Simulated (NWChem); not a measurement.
**One shape, several levels: GeSiH4Cl2O (SMILES Cl[SiH2][O][GeH2][Cl])**

Aim: a comparison of 4 runs (HF/STO-3G, HF/3-21G, B3LYP/6-31G*) of GeSiH4Cl2O. 

The results are computed with NWChem 7.3.0.

## (1) The molecule

GeSiH4Cl2O has 9 atoms, charge 0, and is taken as a singlet. As SMILES, `Cl[SiH2][O][GeH2][Cl]`. Geometry: relaxed at PBE0-D4/def2-TZVP. This is one conformer, not always the lowest.

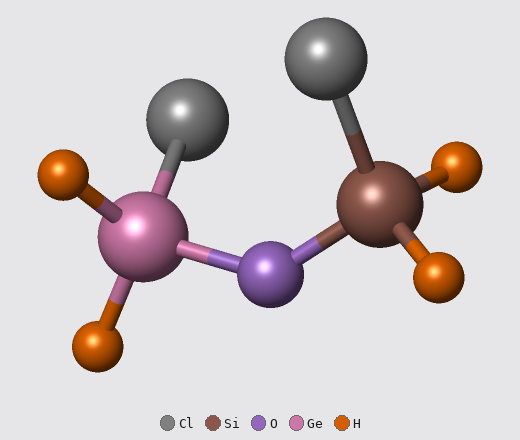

The structure, seen from a chosen angle (chlorine grey, silicon brown, oxygen purple, germanium pink, hydrogen orange).

## (2) Energy and forces at HF/STO-3G (run 1)

run.py reads:

```python
from ase import Atoms
from ase.calculators.nwchem import NWChem

atoms = Atoms(['Cl', 'Si', 'O', 'Ge', 'Cl', 'H', 'H', 'H', 'H'], positions=[
    [-0.974300, -2.278600, 0.548600],
    [-0.675500, -0.968400, -1.008500],
    [-0.445300, 0.535400, -0.435200],
    [0.483400, 1.233600, 0.895200],
    [2.443100, 0.361200, 0.843800],
    [0.505200, -1.449900, -1.755900],
    [-1.897500, -0.958900, -1.837600],
    [-0.169400, 0.857600, 2.225600],
    [0.604500, 2.725700, 0.593100],
])

calc = NWChem(
    label='work',
    theory='scf',
    memory='2200 mb',
    basis='STO-3G',
    basispar='spherical bse',
    scf={'nopen': '0', 'rhf': None, 'thresh': '1e-08', 'maxiter': '80', 'print': 'low'},
)
atoms.calc = calc

forces = atoms.get_forces()
e = atoms.get_potential_energy()
print(f"E = {e:.6f} eV")
print("forces (eV/A):")
for s, f in zip(atoms.symbols, forces):
    print(f"{s:2s} {f[0]:10.5f} {f[1]:10.5f} {f[2]:10.5f}")
```

Started as:

```
$ export ASE_NWCHEM_COMMAND="nwchem PREFIX.nwi > PREFIX.nwo"
$ python run.py
```

Output:

```text
E = -90419.689081 eV
forces (eV/A):
Cl   -0.16758   -0.61002    0.72773
Si    0.24713    0.13668   -2.21809
O     1.18785    1.24637    1.78059
Ge   -2.14589    0.07096   -0.85232
Cl    0.11128   -0.00797    0.01584
H    -1.18497    0.39729    0.70402
H     1.20698   -0.07693    0.79966
H     0.84692    0.55294   -1.44650
H    -0.10166   -1.70927    0.48908
```

The calculator wrote work.nwi:

```
title "work"

permanent_dir work

scratch_dir work

start work

geometry units angstrom nocenter noautosym noautoz
  Cl -9.7430000000000005e-01 -2.2786000000000000e+00 5.4859999999999998e-01
  Si -6.7549999999999999e-01 -9.6840000000000004e-01 -1.0085000000000000e+00
  O  -4.4529999999999997e-01 5.3539999999999999e-01 -4.3519999999999998e-01
  Ge 4.8340000000000000e-01 1.2336000000000000e+00 8.9520000000000000e-01
  Cl 2.4430999999999998e+00 3.6120000000000002e-01 8.4379999999999999e-01
  H  5.0519999999999998e-01 -1.4499000000000000e+00 -1.7559000000000000e+00
  H  -1.8975000000000000e+00 -9.5889999999999997e-01 -1.8375999999999999e+00
  H  -1.6940000000000000e-01 8.5760000000000003e-01 2.2256000000000000e+00
  H  6.0450000000000004e-01 2.7256999999999998e+00 5.9309999999999996e-01
end

memory 2200 mb

basis spherical bse noprint
   * library STO-3G
end

scf
  nopen 0
  rhf
  thresh 1e-08
  maxiter 80
  print low
end

task scf gradient
```

work.nwo:

```text
Northwest Computational Chemistry Package (NWChem) 7.3.0
             --------------------------------------------------------

           Job information
           ---------------

    nwchem branch   = 7.3.0
    use scalapack   = T
    input           = work.nwi
    prefix          = work.
    data base       = work/work.db
    status          = startup
    nproc           =        1

           Memory information
           ------------------

[... 5 lines left out ...]
    hardfail = no
[... 113 lines left out ...]
       Final RHF  results
[... 3 lines left out ...]
      One-electron energy =  -5933.509412021962
[... 1 line left out ...]
 Nuclear repulsion energy =    646.408776185892
[... 3 lines left out ...]
                              NWChem Gradients Module
                              -----------------------

                         RHF ENERGY GRADIENTS

    atom               coordinates                        gradient
                 x          y          z           x          y          z
   1 Cl     -1.841160  -4.305930   1.036704    0.003259   0.011863  -0.014152
   2 Si     -1.276510  -1.830011  -1.905789   -0.004806  -0.002658   0.043135
   3 O      -0.841495   1.011759  -0.822409   -0.023100  -0.024238  -0.034627
[... 5 lines of this table left out ...]
   9 H       1.142339   5.150826   1.120796    0.001977   0.033240  -0.009511

 Task  times  cpu:        7.0s     wall:        7.0s
 Total times  cpu:        7.1s     wall:        7.1s
```

It took 8.1 s on 1 thread of Intel Xeon 6975P-C (Granite Rapids), shared host; peak memory 0.097 GiB.

## (3) Energy and forces at HF/3-21G (run 2)

Changes to run.py since step 2:

```diff
@@ -16,8 +16,8 @@
 calc = NWChem(
-    label='work',
+    label='geom',
     theory='scf',
     memory='2200 mb',
-    basis='STO-3G',
+    basis='3-21G',
     basispar='spherical bse',
-    scf={'nopen': '0', 'rhf': None, 'thresh': '1e-08', 'maxiter': '80', 'print': 'low'},
+    scf={'nopen': '0', 'rhf': None, 'thresh': '1e-08', 'maxiter': '80'},
 )
@@ -26,4 +26,3 @@
 forces = atoms.get_forces()
-e = atoms.get_potential_energy()
-print(f"E = {e:.6f} eV")
+print("Total energy (eV):", round(atoms.get_potential_energy(), 6))
 print("forces (eV/A):")
@@ -31 +30,2 @@
     print(f"{s:2s} {f[0]:10.5f} {f[1]:10.5f} {f[2]:10.5f}")
+print("dipole (e A):", atoms.get_dipole_moment().round(4))
```

Started as:

```
$ export ASE_NWCHEM_COMMAND="nwchem PREFIX.nwi > PREFIX.nwo"
$ python run.py
```

Output:

```text
Total energy (eV): -91002.119148
forces (eV/A):
Cl   -0.32915   -1.48152    1.78347
Si   -0.30864    0.47787   -3.14081
O     1.36649    1.01800    1.98906
Ge   -2.45731    0.93156   -0.90847
Cl    1.46887   -0.65131   -0.02684
H    -0.10269   -0.03790    0.13771
H     0.11333   -0.15653    0.11395
H     0.16460    0.06777   -0.11097
H     0.08449   -0.16800    0.16285
dipole (e A): [-0.2964  0.5685 -0.1532]
```

The calculator wrote geom.nwi:

```
title "geom"

permanent_dir geom

scratch_dir geom

start geom

geometry units angstrom nocenter noautosym noautoz
  Cl -9.7430000000000005e-01 -2.2786000000000000e+00 5.4859999999999998e-01
  Si -6.7549999999999999e-01 -9.6840000000000004e-01 -1.0085000000000000e+00
  O  -4.4529999999999997e-01 5.3539999999999999e-01 -4.3519999999999998e-01
  Ge 4.8340000000000000e-01 1.2336000000000000e+00 8.9520000000000000e-01
  Cl 2.4430999999999998e+00 3.6120000000000002e-01 8.4379999999999999e-01
  H  5.0519999999999998e-01 -1.4499000000000000e+00 -1.7559000000000000e+00
  H  -1.8975000000000000e+00 -9.5889999999999997e-01 -1.8375999999999999e+00
  H  -1.6940000000000000e-01 8.5760000000000003e-01 2.2256000000000000e+00
  H  6.0450000000000004e-01 2.7256999999999998e+00 5.9309999999999996e-01
end

memory 2200 mb

basis spherical bse noprint
   * library 3-21G
end

scf
  nopen 0
  rhf
  thresh 1e-08
  maxiter 80
end

task scf gradient
```

geom.nwo:

```text
Northwest Computational Chemistry Package (NWChem) 7.3.0
             --------------------------------------------------------

           Job information
           ---------------

    nwchem branch   = 7.3.0
    use scalapack   = T
    input           = geom.nwi
    prefix          = geom.
    data base       = geom/geom.db
    status          = startup
    nproc           =        1

           Memory information
           ------------------

[... 5 lines left out ...]
    hardfail = no
[... 138 lines left out ...]
         Quadratically convergent ROHF
[... 14 lines left out ...]
       Final RHF  results
[... 4 lines left out ...]
      Two-electron energy =   1951.003284189509
[... 65 lines left out ...]
                       ROHF Final Molecular Orbital Analysis
[... 283 lines left out ...]
                 ----------------------------------------
                 |  Time  |  1-e(secs)   |  2-e(secs)   |
                 ----------------------------------------
                 |  CPU   |       0.01   |       2.42   |
                 ----------------------------------------
                 |  WALL  |       0.01   |       2.42   |
                 ----------------------------------------

 Task  times  cpu:        7.9s     wall:        7.9s
 Total times  cpu:        7.9s     wall:        7.9s
```

Wall time 9 s (1 thread of Intel Xeon 6975P-C (Granite Rapids), shared host); peak memory 0.099 GiB.

Run 3 isn't shown in full; the table further down has it.

## (4) Energy and forces at B3LYP/6-31G(d) (Cartesian functions) (run 4)

cl2geh4osi.nw reads:

```
start cl2geh4osi
title "Cl2GeH4OSi B3LYP"
memory stack 880 mb heap 220 mb global 1100 mb

geometry units angstrom noautosym nocenter noautoz
 Cl      -0.974300      -2.278600       0.548600
 Si      -0.675500      -0.968400      -1.008500
 O       -0.445300       0.535400      -0.435200
 Ge       0.483400       1.233600       0.895200
 Cl       2.443100       0.361200       0.843800
 H        0.505200      -1.449900      -1.755900
 H       -1.897500      -0.958900      -1.837600
 H       -0.169400       0.857600       2.225600
 H        0.604500       2.725700       0.593100
end

basis
 * library 6-31G*
end

dft
 xc b3lyp
 grid fine
 convergence energy 1e-08
 iterations 100
 mulliken
 print medium
end

task dft gradient
```

Started as:

```
$ nwchem cl2geh4osi.nw > cl2geh4osi.out
```

Output:

```text
[...]
          Wavefunction type:  closed shell.
          No. of atoms     :     9
          No. of electrons :    92
[...]
          Charge           :     0
          Spin multiplicity:     1
[...]
          AO basis - number of functions:   115
[...]
              XC Information
              --------------
                         B3LYP Method XC Potential
                     Hartree-Fock (Exact) Exchange  0.200
                        Slater Exchange Functional  0.800 local
                    Becke 1988 Exchange Functional  0.720 non-local
              Lee-Yang-Parr Correlation Functional  0.810
                  VWN I RPA Correlation Functional  0.190 local
[...]
 d= 0,ls=0.0,diis     1  -3364.3241161601 -4.01D+03  1.47D-02  1.84D+00     4.3
[...]
 d= 0,ls=0.0,diis    10  -3364.4301968765 -7.84D-09  6.14D-07  1.31D-08    32.4
         Total DFT energy =    -3364.430196876495
      One electron energy =    -5960.872741095012
           Coulomb energy =     2116.758077902024
    Exchange-Corr. energy =     -166.724309869399
 Nuclear repulsion energy =      646.408776185892
[...]
  wavefunction    = closed shell
[...]
```

Run time: 51 s. Hardware: 1 thread of Intel Xeon 6975P-C (Granite Rapids), shared host; peak memory 0.13 GiB.

## (5) All runs side by side

| run | level | iteration cap | module | energy (Eh) | largest force (eV/Å) | wall time |
| --- | --- | --- | --- | --- | --- | --- |
| 1 | HF/STO-3G | 80 | scf | -3322.862312 | 2.477 | 8.1 s |
| 2 | HF/3-21G | 80 | scf | -3344.266222 | 3.192 | 9 s |
| 3 | B3LYP/6-31G* (spherical functions) | 100 | dft | -3364.415324 | 0.655 | 50 s |
| 4 | B3LYP/6-31G* (Cartesian functions) | 100 | dft | -3364.430197 | 0.637 | 51 s |

## (6) Results

| quantity | value |
| --- | --- |
| run 4: total energy | -3364.43020 Eh |
| run 4: dipole moment | 2.12 D |
| run 4: HOMO energy | -8.49 eV |
| run 4: LUMO energy | -0.46 eV |
| run 4: HOMO–LUMO gap | 8.03 eV |
| run 4: largest force on an atom | 0.637 eV/Å |

What this shows: Over runs 2, 3, 4 the dipole moment (its size) runs from 2.12 D (B3LYP/6-31G*) to 3.17 D (HF/3-21G). The two ends differ in method and basis. In run 1 the basis is minimal, so the values are rough. All runs together took 2 min, the longest 51 s.
